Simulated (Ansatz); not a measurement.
# GeTe (SMILES [Ge][Te]) at r2SCAN0/def2-TZVP (core potential)

What is the vertical ionisation energy of GeTe at r2SCAN0/def2-TZVP (core potential)? 

The results are computed with Ansatz 0.2.0.

37 further runs of the same task are left out: 1 that didn't finish, 36 set aside as unsound or not needed.

### Step 1. Starting point

The species is GeTe (2 atoms), meant as a singlet with charge 0. SMILES: `[Ge][Te]`. The bond length is the measured one.

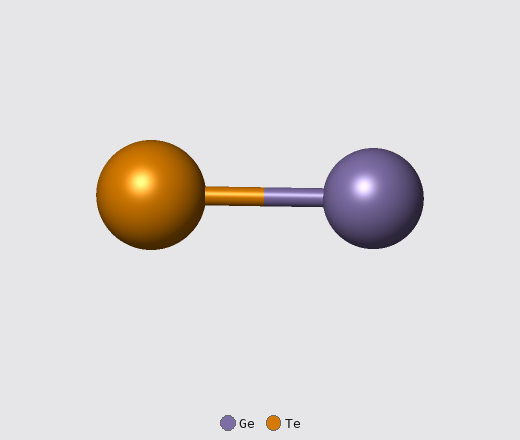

Viewed from a chosen angle; germanium purple, tellurium orange.

### Step 2. A single-point energy at r2SCAN0/def2-TZVP (core potential)

File input.yaml:

```yaml
crystal:
  periodic: [false, false, false]
  atoms:
    - {symbol: Ge, position_ang: [0.000000, 0.000000, 0.000000]}
    - {symbol: Te, position_ang: [0.000000, 0.000000, 2.340165]}
basis:
  gaussian:
    orbitals: def2-TZVP
hamiltonian:
  xc: {name: r2SCAN0}
accuracy: high
output: {orbitals: {seedname: orbitals}}
```

Started as:

```sh
ansatz run input.yaml --threads 1 --pin off --max-ram 3480MiB --events-out events.jsonl --progress --plain --runs-dir runs
```

Log:

```text
Warning: RAYON_NUM_THREADS=1 ignored (pool sized by the plan → 1); use --threads N
Functional definition: r2SCAN0
  name "r2SCAN0"
  parameter a = 0.25
  parameter k0 = 0.174
  parameter k1 = 0.065
  parameter a1 = 4.9479
  exchange = (1 - a)*r2scan_x(k0 = k0, k1 = k1, a1 = a1) + a*exact_x
  correlation = r2scan_c
1505 factors; integrals over basis functions are off by at most 4.6e-9 eV
mean field evaluation 1: about -63812.7524 eV, gradient 1.6e1 eV
mean field evaluation 2: about -63807.2279 eV, gradient 4.3e1 eV
mean field evaluation 4: about -63813.5528 eV, gradient 1.5e0 eV
mean field evaluation 8: about -63813.5923 eV, gradient 3.3e-2 eV
mean field evaluation 16: about -63813.5923 eV, gradient 2.6e-6 eV
mean field -63813.59228832 eV, -2345.1062621894 hartree, gradient 5.2e-8 eV, S^2 0.000000; 0 other end points of the search recorded, 0 dependent functions left out
reference -63813.59228869 eV, -2345.1062622029 hartree; 28, 28 occupied and 70, 70 virtual orbitals, 1505 factors
Total energy: -63813.59228869 eV, -2345.1062622029 hartree
```

Wall time 14 s (1 thread of Arm Neoverse V1, shared host); peak memory 0.31 GiB.

### Step 3. The doublet cation, same level

File job.yaml:

```yaml
crystal:
  periodic: [false, false, false]
  atoms:
    - {symbol: Ge, position_ang: [0.000000, 0.000000, 0.000000]}
    - {symbol: Te, position_ang: [0.000000, 0.000000, 2.340165]}
basis:
  gaussian:
    orbitals: def2-TZVP
output: {orbitals: {seedname: orbitals}}
hamiltonian:
  xc: {name: r2SCAN0}
magnetization:
  spin_polarized: true
  initial_magnetization: 1
total_charge: 1
accuracy: high
```

Started as:

```sh
ansatz run job.yaml --threads 1 --pin off --max-ram 3480MiB --events-out events.jsonl --progress --plain --runs-dir runs
```

Log:

```text
Warning: RAYON_NUM_THREADS=1 ignored (pool sized by the plan → 1); use --threads N
Functional definition: r2SCAN0
  name "r2SCAN0"
  parameter a = 0.25
  parameter k0 = 0.174
  parameter k1 = 0.065
  parameter a1 = 4.9479
  exchange = (1 - a)*r2scan_x(k0 = k0, k1 = k1, a1 = a1) + a*exact_x
  correlation = r2scan_c
1505 factors; integrals over basis functions are off by at most 4.6e-9 eV
mean field evaluation 1: about -63800.9995 eV, gradient 2.1e1 eV
mean field evaluation 2: about -63777.4933 eV, gradient 5.9e1 eV
mean field evaluation 4: about -63804.0512 eV, gradient 2.9e0 eV
mean field evaluation 8: about -63804.1315 eV, gradient 2.0e-1 eV
mean field evaluation 16: about -63804.1322 eV, gradient 8.4e-3 eV
mean field evaluation 32: about -63804.1322 eV, gradient 1.8e-6 eV
mean field evaluation 64: about -63804.4543 eV, gradient 5.5e-7 eV
mean field -63804.45428380 eV, -2344.7704467170 hartree, gradient 6.9e-9 eV, S^2 0.759690; 6 other end points of the search recorded, 0 dependent functions left out
reference -63804.45428662 eV, -2344.7704468208 hartree; 28, 27 occupied and 70, 71 virtual orbitals, 1505 factors
Total energy: -63804.45428662 eV, -2344.7704468208 hartree
```

Run time: 94 s. Hardware: 1 thread of Arm Neoverse V1, shared host; peak memory 0.51 GiB.

### Step 4. What came out

Level: r2SCAN0/def2-TZVP (core potential).

| quantity | value |
| --- | --- |
| singlet GeTe: total energy | -2345.10626 Eh |
| singlet GeTe: HOMO energy | -7.25 eV |
| singlet GeTe: LUMO energy | -2.60 eV |
| singlet GeTe: HOMO–LUMO gap | 4.65 eV |
| doublet cation: total energy | -2344.77045 Eh |
| doublet cation: HOMO energy (highest over α and β) | -13.37 eV |
| doublet cation: LUMO energy (lowest over α and β) | -11.00 eV |
| doublet cation: ⟨S²⟩ | 0.760 |
| vertical ionisation energy (to the doublet cation) | 9.138 eV |

**Reading.** Removing an electron at fixed nuclei costs 9.14 eV (211 kcal/mol). The negative HOMO energy of the first species, 7.25 eV, lies 1.89 eV below that difference.
